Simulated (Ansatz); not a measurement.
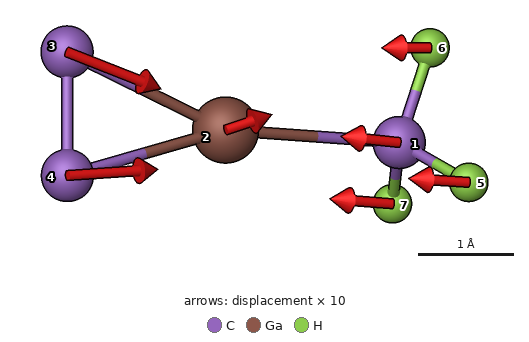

This is a relaxation of C3H3Ga. The starting structure is drawn; red arrows show the displacements, 10 times their true length. The two geometries are superimposed by the best rigid fit.

The picture is a ball-and-stick view, seen at a tilt.

Theory: Ansatz, RKS PBE0-D4/def2-TZVP.

Input file:
```yaml
crystal:
  periodic: [false, false, false]
  atoms:
    - {symbol: C, position_ang: [-0.456270, 1.045310, -0.525860]}
    - {symbol: Ga, position_ang: [0.271570, -0.673370, 0.318410]}
    - {symbol: C, position_ang: [1.253730, -1.857840, 1.594060]}
    - {symbol: C, position_ang: [0.690230, -2.577280, 0.643580]}
    - {symbol: H, position_ang: [-0.088640, 1.137950, -1.551040]}
    - {symbol: H, position_ang: [-0.121670, 1.906320, 0.057240]}
    - {symbol: H, position_ang: [-1.548950, 1.018910, -0.536400]}
basis:
  gaussian: {orbitals: def2-TZVP}
hamiltonian: {xc: pbe0, dispersion: d4}
relax: {f_tol: 0.005, max_steps: 200}
```

Command:
```bash
ansatz run in.yaml --threads 2 --pin off --events-out ev --progress --plain --max-ram 4352MiB
```

Atoms of which element are displaced furthest, and by how much?

Carbon: up to 0.12 Å, against 0.08 Å for hydrogen.

What did the optimiser do to the structure, and how much energy did it gain?

The atom that moves furthest after the best rigid fit is C3 (0.12 Å). Largest moves by element: C 0.12 Å, H 0.08 Å, Ga 0.06 Å. Among the contacts that change: C1–Ga2 2.049 → 1.926 Å, Ga2–C3 1.999 → 1.924 Å, Ga2–C4 1.976 → 1.924 Å, C3–C4 1.319 → 1.272 Å. After 5 geometry steps the energy has fallen by 20.6 kJ/mol. The largest force component goes from 2.3 to 0.0028 eV/Å.
